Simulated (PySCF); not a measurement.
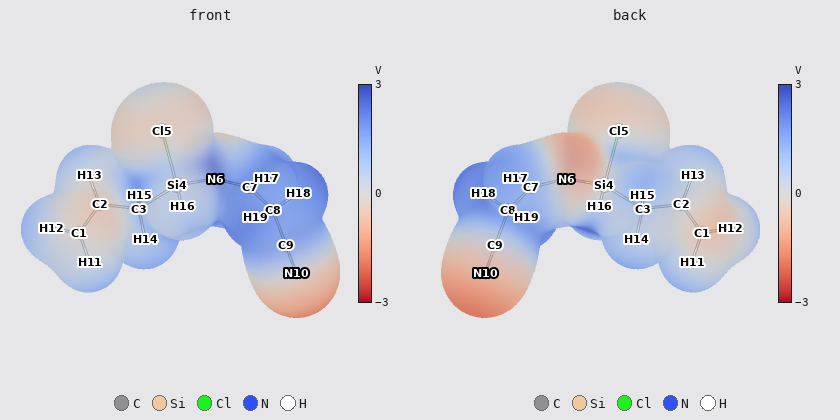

*C₆H₉ClN₂Si. The molecular electrostatic potential painted on the density surface at 0.004 e/bohr³, seen from the front and from behind; the colour scale runs from red (negative) to blue (positive).*

Geometry: GFN2-xTB.

Computed with PBE0/pcSseg-1, SCF density, gas phase, non-relativistic (PySCF).

Input

```
{"job": {"kind": "nmr", "xc": "PBE0", "basis": "pcSseg-1"}, "charge": 0, "multiplicity": 1}
C     -3.417585    -1.049225    -1.190106
C     -2.904100    -0.194604    -0.324317
C     -1.571095     0.454849    -0.458847
Si    -0.353630    -0.192090     0.856514
Cl    -1.152954    -0.107970     2.706070
N      0.880842     1.001770     0.914124
C      2.115648     1.089218     0.785377
C      3.079001    -0.037888     0.497515
C      3.712926     0.186053    -0.776941
N      4.201013     0.376056    -1.792252
H     -2.893408    -1.327425    -2.090160
H     -4.385005    -1.498185    -1.043906
H     -3.451608     0.065085     0.572296
H     -1.171202     0.280539    -1.457711
H     -1.679732     1.533506    -0.329886
H     -0.006347    -1.593985     0.603321
H      2.580215     2.071903     0.878034
H      3.853479    -0.053497     1.270465
H      2.553737    -0.994859     0.479098
```

Launched as:

```sh
OMP_NUM_THREADS=1 python probes_run.py task.json out
```

### Describe the electrostatic potential map.

The most negative region (about −1.8 V) lies over N10, the most positive (about +2.3 V) over Si4 and H18. Cl5 shows a σ-hole: about +0.3 V at the tip opposite its bond, against about −0.3 V on its flanks. N10 is the likeliest acceptor of a hydrogen bond.
